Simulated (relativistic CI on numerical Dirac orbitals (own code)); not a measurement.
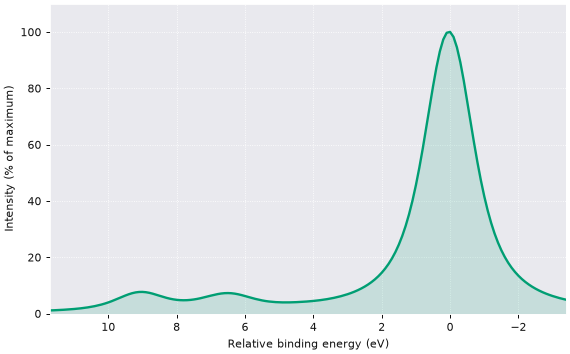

3s photoemission of nominal Sc³⁺ (d⁰) with U_dd = 4.3, U_pd = 4.8, 10Dq = 0.85 (ligand 1), V(eg) = 2.5, V(t2g) = −1.13 eV, final-state hopping scaled by 0.9. Charge-transfer multiplet model of a cubic metal–ligand cluster, up to 2 ligand holes (L), atomic integrals computed for Dirac–Coulomb–Breit ions and scaled by 0.7, 20 K, Voigt broadening (Lorentzian 1.4 eV, Gaussian 0.8 eV). Energies are counted from the highest peak in the lower part of the range.

Q: Estimate the charge-transfer energy Δ and the make-up of the ground state.

A: Δ = 6 eV, above U_dd, on the Mott–Hubbard side of the Zaanen–Sawatzky–Allen scheme. The ground state is 61 % d⁰, 35 % d¹L and 5 % d²L², with 0.44 d electrons and S = 0.00. The main maxima lie at 0.0 eV (100), 6.5 eV (7) and 9.0 eV (8), heights in % of the largest.

Known limits: exchange splitting of an s hole is too large without intra-shell correlation.
